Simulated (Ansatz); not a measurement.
# C2H7B (SMILES BCC): BHLYP/cc-pVDZ

What is the energy change on altering one bond length of C2H7B at BHLYP/cc-pVDZ? 

The calculation is run with Ansatz 0.2.0.

47 further runs of the same task are left out: 47 set aside as unsound or not needed. Runs told in other sessions of the task aren't counted.

### Step 1. The molecule

The species is C2H7B (10 atoms), meant as a singlet with charge 0. As SMILES, `BCC`. The coordinates come from a PBE0-D4/def2-TZVP relaxation.

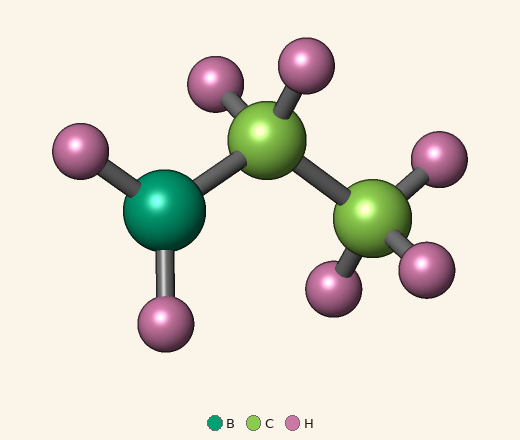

The structure, seen from a chosen angle (boron teal, carbon green, hydrogen pink).

### Step 2. A single-point energy at BHLYP/cc-pVDZ

Contents of input.yaml:

```yaml
crystal:
  periodic: [false, false, false]
  atoms:
    - {symbol: B, position_ang: [-0.923200, 0.854800, -0.729500]}
    - {symbol: C, position_ang: [0.421700, 0.293700, -0.199000]}
    - {symbol: C, position_ang: [0.384700, -0.913600, 0.727600]}
    - {symbol: H, position_ang: [-1.979600, 0.366600, -0.436300]}
    - {symbol: H, position_ang: [-0.919600, 1.807100, -1.458300]}
    - {symbol: H, position_ang: [0.950700, 1.138100, 0.271400]}
    - {symbol: H, position_ang: [1.046800, 0.094100, -1.084500]}
    - {symbol: H, position_ang: [1.384300, -1.226700, 1.039300]}
    - {symbol: H, position_ang: [-0.190300, -0.697600, 1.631400]}
    - {symbol: H, position_ang: [-0.092300, -1.767800, 0.240900]}
basis:
  gaussian:
    orbitals: cc-pVDZ
hamiltonian:
  xc: {name: BHLYP}
accuracy: high
output: {orbitals: {seedname: orbitals}}
```

On the command line:

```console
ansatz run input.yaml --threads 1 --pin off --max-ram 2610MiB --events-out events.jsonl --progress --plain --runs-dir runs
```

Standard output:

```text
Warning: RAYON_NUM_THREADS=1 ignored (pool sized by the plan → 1); use --threads N
Functional definition: BHLYP
  name "BHLYP"
  parameter a = 0.5
  exchange = (1 - a)*b88_x + a*exact_x
  correlation = lyp_c
1881 factors; integrals over basis functions are off by at most 3.1e-9 eV
mean field evaluation 1: about -2858.7392 eV, gradient 3.7e1 eV
mean field evaluation 2: about -2859.8050 eV, gradient 3.1e1 eV
mean field evaluation 4: about -2862.1857 eV, gradient 4.8e-1 eV
mean field evaluation 8: about -2862.1862 eV, gradient 7.5e-3 eV
mean field evaluation 16: about -2862.1862 eV, gradient 1.8e-7 eV
mean field -2862.18617696 eV, -105.1834019439 hartree, gradient 5.5e-8 eV, S^2 0.000000; 0 other end points of the search recorded, 0 dependent functions left out
reference -2862.18620473 eV, -105.1834029644 hartree; 12, 12 occupied and 65, 65 virtual orbitals, 1881 factors
Total energy: -2862.18620473 eV, -105.1834029644 hartree
```

Run time: 4.8 s. Hardware: 1 thread of Arm Neoverse V1, shared host; peak memory 0.21 GiB.

### Step 3. The distorted shape, same level

Contents of input.yaml:

```yaml
crystal:
  periodic: [false, false, false]
  atoms:
    - {symbol: B, position_ang: [-1.016991, 0.884748, -0.596639]}
    - {symbol: C, position_ang: [0.327909, 0.323648, -0.066139]}
    - {symbol: C, position_ang: [0.290909, -0.883652, 0.860461]}
    - {symbol: H, position_ang: [-2.073391, 0.396548, -0.303439]}
    - {symbol: H, position_ang: [-1.013391, 1.837048, -1.325439]}
    - {symbol: H, position_ang: [0.856909, 1.168048, 0.404261]}
    - {symbol: H, position_ang: [1.046800, 0.094100, -1.084500]}
    - {symbol: H, position_ang: [1.290509, -1.196752, 1.172161]}
    - {symbol: H, position_ang: [-0.284091, -0.667652, 1.764261]}
    - {symbol: H, position_ang: [-0.186091, -1.737852, 0.373761]}
basis:
  gaussian:
    orbitals: cc-pVDZ
output:
  orbitals: {seedname: orbitals}
accuracy: high
hamiltonian:
  xc: {name: BHLYP}
```

On the command line:

```console
ansatz run input.yaml --threads 1 --pin off --max-ram 2610MiB --events-out events.jsonl --progress --plain --runs-dir runs
```

Standard output:

```text
Warning: RAYON_NUM_THREADS=1 ignored (pool sized by the plan → 1); use --threads N
[... 5 set-up lines as earlier in the session ...]
1888 factors; integrals over basis functions are off by at most 3.3e-9 eV
mean field evaluation 1: about -2858.4458 eV, gradient 3.6e1 eV
mean field evaluation 2: about -2859.3760 eV, gradient 3.1e1 eV
mean field evaluation 4: about -2861.8596 eV, gradient 6.6e-1 eV
mean field evaluation 8: about -2861.8602 eV, gradient 6.8e-3 eV
mean field evaluation 16: about -2861.8602 eV, gradient 9.7e-7 eV
mean field -2861.86016375 eV, -105.1714211793 hartree, gradient 1.1e-8 eV, S^2 0.000000; 0 other end points of the search recorded, 0 dependent functions left out
reference -2861.86019186 eV, -105.1714222122 hartree; 12, 12 occupied and 65, 65 virtual orbitals, 1888 factors
Total energy: -2861.86019186 eV, -105.1714222122 hartree
```

Wall time 4.8 s (1 thread of Arm Neoverse V1, shared host); peak memory 0.21 GiB.

### Step 4. What came out

Level: BHLYP/cc-pVDZ.

| quantity | value |
| --- | --- |
| first shape: total energy | -105.18340 Eh |
| first shape: HOMO energy | -10.06 eV |
| first shape: LUMO energy | -0.04 eV |
| first shape: HOMO–LUMO gap | 10.02 eV |
| distorted shape: total energy | -105.17142 Eh |
| distorted shape: HOMO energy | -9.99 eV |
| distorted shape: LUMO energy | -0.09 eV |
| distorted shape: HOMO–LUMO gap | 9.90 eV |
| energy change with the C2–H7 bond stretched from 1.102 to 1.267 Å | 0.326 eV |

In words: With the C2–H7 bond stretched from 1.102 to 1.267 Å the energy rises by 0.33 eV (7.5 kcal/mol). The first shape isn't relaxed at this level, so the change isn't measured from a minimum.
